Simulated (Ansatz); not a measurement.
## Geometry relaxation of WH2ClOF5 (part 1 of 2)

System: WH2ClOF5.
Method: RKS BHLYP/def2-SVP (Ansatz 0.2.0).

The input holds or restrains some coordinates. It belongs to a series of runs on one base structure; here: pulled along the bonds that form and break, towards end B.

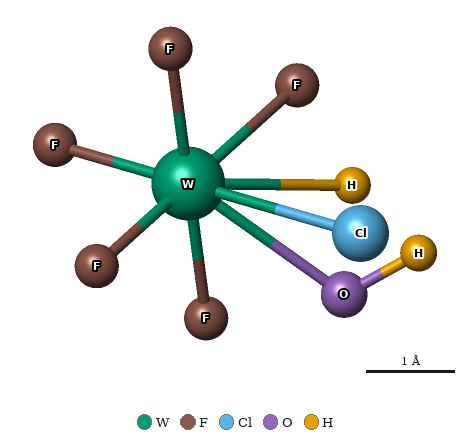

*The input geometry (ball-and-stick view, seen at a tilt). Sticks mark near contacts.*

Bond lengths as drawn: Cl–W 2.39 Å, F–W 1.85 to 2.20 Å, H–O 1.01 Å, H–W 2.25 Å and O–W 2.24 Å.

Input file:
```yaml
crystal:
  periodic: [false, false, false]
  atoms:
    - { symbol: W, position_ang: [0.0, 0.0, 0.0] }
    - { symbol: F, position_ang: [0.0, 0.0, 2.2] }
    - { symbol: Cl, position_ang: [2.39, 0.0, 0.0] }
    - { symbol: F, position_ang: [0.0, 1.85, 0.0] }
    - { symbol: F, position_ang: [-1.85, 0.0, 0.0] }
    - { symbol: F, position_ang: [0.0, -1.85, 0.0] }
    - { symbol: F, position_ang: [0.0, 0.0, -1.85] }
    - { symbol: O, position_ang: [1.4721, 1.5335, 0.7063] }
    - { symbol: H, position_ang: [2.2027, 1.0805, 1.2365] }
    - { symbol: H, position_ang: [0.8771, 0.9137, 1.8599] }
basis:
  gaussian: { orbitals: def2-SVP }
hamiltonian:
  xc: { name: BHLYP }
relax:
  f_tol: 0.15
  max_steps: 25
  restrain:
    - { distance: [0, 7], at: 1.94, k: 30.0 }
    - { distance: [9, 1], at: 0.92, k: 30.0 }
    - { distance: [0, 1], at: 3.05, k: 30.0 }
    - { distance: [9, 7], at: 2.21, k: 30.0 }
output:
  orbitals: {}
```

Hardware: 4 threads of Arm Neoverse V2, 24 GiB of memory available, shared host.

Command:
```bash
ansatz run input.yaml --threads 4 --pin off --max-ram 5120MiB --backend cpu --events-out ev --progress --plain --runs-dir out
```

Output:
```
The last accepted step is kept in [file] (removed where the run ends without a failure and the disk answers)
Engine: ansatz 0.2.0, aarch64-unknown-linux-gnu
Functional definition: BHLYP
  parameter a = 0.5
  exchange = (1 - a)*b88_x + a*exact_x
  correlation = lyp_c
1470 factors; integrals over basis functions are off by at most 3.5e-4 eV
mean field evaluation 1: about -29962.2611 eV, gradient 9.8e1 eV
mean field evaluation 2: about -29714.1042 eV, gradient 3.2e2 eV
mean field evaluation 4: about -29980.4516 eV, gradient 2.6e1 eV
mean field evaluation 8: about -29981.5937 eV, gradient 8.7e-1 eV
mean field evaluation 16: about -29981.8933 eV, gradient 1.4e-1 eV
mean field evaluation 32: about -29981.8377 eV, gradient 2.1e0 eV
mean field -29981.89745914 eV, -1101.8144091633 hartree, gradient 1.9e-5 eV, S^2 0.000000; 2 other end points of the search recorded, 0 dependent functions left out
the calculation of the forces begins
reference -29981.89767633 eV, -1101.8144171449 hartree; 43, 43 occupied and 101, 101 virtual orbitals, 1470 factors
relax step   1: F+E_penalty+E_count = -29981.89745914 eV  Δ(F+E_penalty+E_count) = +0.000e0 eV  max|allowed force component| = 1.262e1 eV/Å  E_restraint = 23.41625029 eV  max|allowed force component, restraints' pulls added| = 2.322e1 eV/Å  Δτ_max = 0.0000 Å  (133 SCF iters, accepted)
  distance W 0 - O 7 = 2.2400 Å
  distance H 9 - F 1 = 1.3114 Å
  distance W 0 - F 1 = 2.2000 Å
  distance H 9 - O 7 = 1.4384 Å
these checks for a lower state are left out or cut short: starts, cluster_reference, orbital_swaps, neighbouring_geometries, increment
1470 factors; integrals over basis functions are off by at most 4.6e-4 eV
mean field -29984.33356349 eV, -1101.9039343470 hartree, gradient 3.0e-5 eV, S^2 0.000000; 0 other end points of the search recorded, 0 dependent functions left out
[... from here on the field's lines of each further geometry are left out, up to the last ...]
relax step   2: F+E_penalty+E_count = -29984.33356349 eV  Δ(F+E_penalty+E_count) = -2.436e0 eV  max|allowed force component| = 8.263e0 eV/Å  E_restraint = 11.09338538 eV  max|allowed force component, restraints' pulls added| = 1.615e1 eV/Å  Δτ_max = 0.1947 Å  (86 SCF iters, accepted)
relax step   3: F+E_penalty+E_count = -29986.12636533 eV  Δ(F+E_penalty+E_count) = -1.793e0 eV  max|allowed force component| = 6.899e0 eV/Å  E_restraint = 4.05226460 eV  max|allowed force component, restraints' pulls added| = 9.870e0 eV/Å  Δτ_max = 0.1949 Å  (62 SCF iters, accepted)
relax step   4: F+E_penalty+E_count = -29988.44026003 eV  Δ(F+E_penalty+E_count) = -2.314e0 eV  max|allowed force component| = 3.871e0 eV/Å  E_restraint = 0.71151478 eV  max|allowed force component, restraints' pulls added| = 4.684e0 eV/Å  Δτ_max = 0.1950 Å  (49 SCF iters, accepted)
relax step   5: F+E_penalty+E_count = -29990.08269395 eV  Δ(F+E_penalty+E_count) = -1.642e0 eV  max|allowed force component| = 2.303e0 eV/Å  E_restraint = 0.05471178 eV  max|allowed force component, restraints' pulls added| = 1.561e0 eV/Å  Δτ_max = 0.1988 Å  (43 SCF iters, accepted)
relax step   6: F+E_penalty+E_count = -29990.80404087 eV  Δ(F+E_penalty+E_count) = -7.213e-1 eV  max|allowed force component| = 1.251e0 eV/Å  E_restraint = 0.01724936 eV  max|allowed force component, restraints' pulls added| = 1.791e0 eV/Å  Δτ_max = 0.1948 Å  (43 SCF iters, accepted)
relax step   7: F+E_penalty+E_count = -29991.18522325 eV  Δ(F+E_penalty+E_count) = -3.812e-1 eV  max|allowed force component| = 1.405e0 eV/Å  E_restraint = 0.01389001 eV  max|allowed force component, restraints' pulls added| = 1.536e0 eV/Å  Δτ_max = 0.1995 Å  (42 SCF iters, accepted)
relax step   8: F+E_penalty+E_count = -29991.50129843 eV  Δ(F+E_penalty+E_count) = -3.161e-1 eV  max|allowed force component| = 1.388e0 eV/Å  E_restraint = 0.01368095 eV  max|allowed force component, restraints' pulls added| = 1.248e0 eV/Å  Δτ_max = 0.2000 Å  (41 SCF iters, accepted)
relax step   9: F+E_penalty+E_count = -29991.74515185 eV  Δ(F+E_penalty+E_count) = -2.439e-1 eV  max|allowed force component| = 1.321e0 eV/Å  E_restraint = 0.01568435 eV  max|allowed force component, restraints' pulls added| = 8.874e-1 eV/Å  Δτ_max = 0.1986 Å  (43 SCF iters, accepted)
relax step  10: F+E_penalty+E_count = -29991.93350195 eV  Δ(F+E_penalty+E_count) = -1.884e-1 eV  max|allowed force component| = 1.303e0 eV/Å  E_restraint = 0.01769436 eV  max|allowed force component, restraints' pulls added| = 9.079e-1 eV/Å  Δτ_max = 0.1995 Å  (43 SCF iters, accepted)
relax step  11: F+E_penalty+E_count = -29992.03970206 eV  Δ(F+E_penalty+E_count) = -1.062e-1 eV  max|allowed force component| = 1.947e0 eV/Å  E_restraint = 0.01913701 eV  max|allowed force component, restraints' pulls added| = 1.947e0 eV/Å  Δτ_max = 0.1950 Å  (43 SCF iters, accepted)
relax step  12: F+E_penalty+E_count = -29992.19026752 eV  Δ(F+E_penalty+E_count) = -1.506e-1 eV  max|allowed force component| = 1.628e0 eV/Å  E_restraint = 0.04052089 eV  max|allowed force component, restraints' pulls added| = 7.680e-1 eV/Å  Δτ_max = 0.2000 Å  (42 SCF iters, accepted)
relax step  13: F+E_penalty+E_count = -29992.20933166 eV  Δ(F+E_penalty+E_count) = -1.906e-2 eV  max|allowed force component| = 1.269e0 eV/Å  E_restraint = 0.03856657 eV  max|allowed force component, restraints' pulls added| = 4.615e-1 eV/Å  Δτ_max = 0.0823 Å  (37 SCF iters, accepted)
relax step  14: F+E_penalty+E_count = -29992.19727752 eV  Δ(F+E_penalty+E_count) = +1.205e-2 eV  max|allowed force component| = 9.070e-1 eV/Å  E_restraint = 0.03206085 eV  max|allowed force component, restraints' pulls added| = 1.109e0 eV/Å  Δτ_max = 0.0947 Å  (37 SCF iters, rejected (line search))
relax step  15: F+E_penalty+E_count = -29992.21677345 eV  Δ(F+E_penalty+E_count) = -7.442e-3 eV  max|allowed force component| = 9.502e-1 eV/Å  E_restraint = 0.03074461 eV  max|allowed force component, restraints' pulls added| = 1.895e-1 eV/Å  Δτ_max = 0.0462 Å  (37 SCF iters, accepted)
relax step  16: F+E_penalty+E_count = -29992.22188324 eV  Δ(F+E_penalty+E_count) = -5.110e-3 eV  max|allowed force component| = 9.502e-1 eV/Å  E_restraint = 0.03181814 eV  max|allowed force component, restraints' pulls added| = 1.937e-1 eV/Å  Δτ_max = 0.0999 Å  (38 SCF iters, accepted)
relax step  17: F+E_penalty+E_count = -29992.22367181 eV  Δ(F+E_penalty+E_count) = -1.789e-3 eV  max|allowed force component| = 9.048e-1 eV/Å  E_restraint = 0.03152162 eV  max|allowed force component, restraints' pulls added| = 3.093e-1 eV/Å  Δτ_max = 0.0686 Å  (38 SCF iters, accepted)
the calculation of the forces begins
reference -29992.22771962 eV, -1102.1940392340 hartree; 43, 43 occupied and 101, 101 virtual orbitals, 1474 factors
relax step  18: F+E_penalty+E_count = -29992.22749887 eV  Δ(F+E_penalty+E_count) = -3.827e-3 eV  max|allowed force component| = 9.119e-1 eV/Å  E_restraint = 0.03012968 eV  max|allowed force component, restraints' pulls added| = 5.023e-2 eV/Å  Δτ_max = 0.1533 Å  (36 SCF iters, accepted)
  distance W 0 - O 7 = 1.8966 Å
  distance H 9 - F 1 = 0.9172 Å
  distance W 0 - F 1 = 3.0607 Å
  distance H 9 - O 7 = 2.2093 Å
1474 factors; integrals over basis functions are off by at most 7.7e-4 eV
mean field evaluation 192: about -29992.2275 eV, gradient 1.8e-4 eV
```

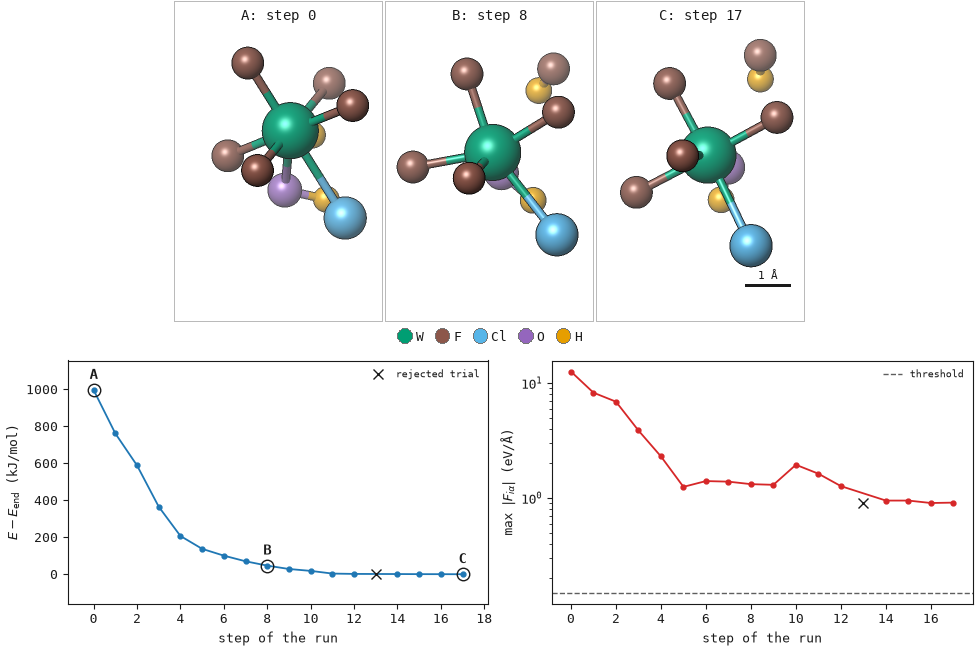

*Frames of the restrained relaxation (ball-and-stick view, seen at an oblique angle) above the curves, on which the letters mark them (the first geometry is step 0 here and step 1 in the log).*

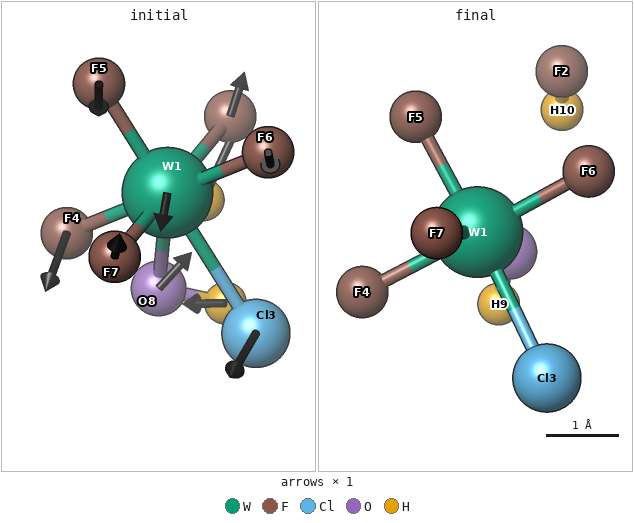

*Before (left) and after (right) the restrained relaxation, at one scale (ball-and-stick view, seen at an oblique angle). The black arrows give the displacements, at true length.*

The largest move after the best rigid fit is that of H10, 1.42 Å. By element the largest moves are H 1.42 Å, Cl 1.29 Å, F 1.09 Å, O 0.70 Å, W 0.56 Å. Among the contacts that change: W1–H10 2.250 → 3.224 Å, W1–F2 2.200 → 3.061 Å, F2–H10 1.311 → 0.917 Å, W1–O8 2.240 → 1.897 Å. New bonds form: F2–H10 (1.31 → 0.92 Å). Bonds break: W1–F2 (2.20 → 3.06 Å), W1–H10 (2.25 → 3.22 Å). Among the angles that change: F7–W1–O8 108.4° → 170.3°, Cl3–W1–O8 48.9° → 89.1°, F4–W1–O8 46.8° → 86.3°. Over 17 geometry steps the energy falls by 996.7 kJ/mol. The largest force component goes from 13 to 0.91 eV/Å. The line search rejected the trial step at point 13 (counted from 0) and went back. (Atoms are counted from 1 in the order of the input.)

```
mean field -29992.22749887 eV, -1102.1940311213 hartree, gradient 2.8e-5 eV, S^2 0.000000; 1 other end points of the search recorded, 0 dependent functions left out
the calculation of the forces begins
reference -29992.22771962 eV, -1102.1940392340 hartree; 43, 43 occupied and 101, 101 virtual orbitals, 1474 factors
Total energy: -29992.22771962 eV, -1102.1940392340 hartree
Atom 0 at     0.382049     0.232403    -0.279898 Å, force     0.762869     0.649856     0.670525 eV/Å
Atom 1 at    -0.334007    -0.257652     2.655254 Å, force     0.019238     0.044651     0.344628 eV/Å
Atom 2 at     2.392231    -0.210356    -1.323935 Å, force    -0.023522     0.034257     0.038660 eV/Å
Atom 3 at     0.316849     1.906411    -1.069238 Å, force    -0.010868    -0.018313    -0.018679 eV/Å
Atom 4 at    -1.314640     0.530885     0.350432 Å, force     0.035256     0.002531    -0.009308 eV/Å
Atom 5 at     0.388933    -1.447863     0.435937 Å, force    -0.029283    -0.027543     0.010300 eV/Å
Atom 6 at    -0.383346    -0.385924    -1.834477 Å, force    -0.016665     0.002195    -0.010977 eV/Å
Atom 7 at     1.333972     1.070097     1.130462 Å, force    -0.636098    -0.589130    -0.911900 eV/Å
Atom 8 at     2.008609     1.750810     1.146686 Å, force    -0.038650    -0.014303    -0.019705 eV/Å
Atom 9 at     0.301251     0.338890     2.941477 Å, force    -0.062277    -0.084202    -0.093543 eV/Å
Dipole moment:     0.592753     0.495414     0.522058 e Å
```
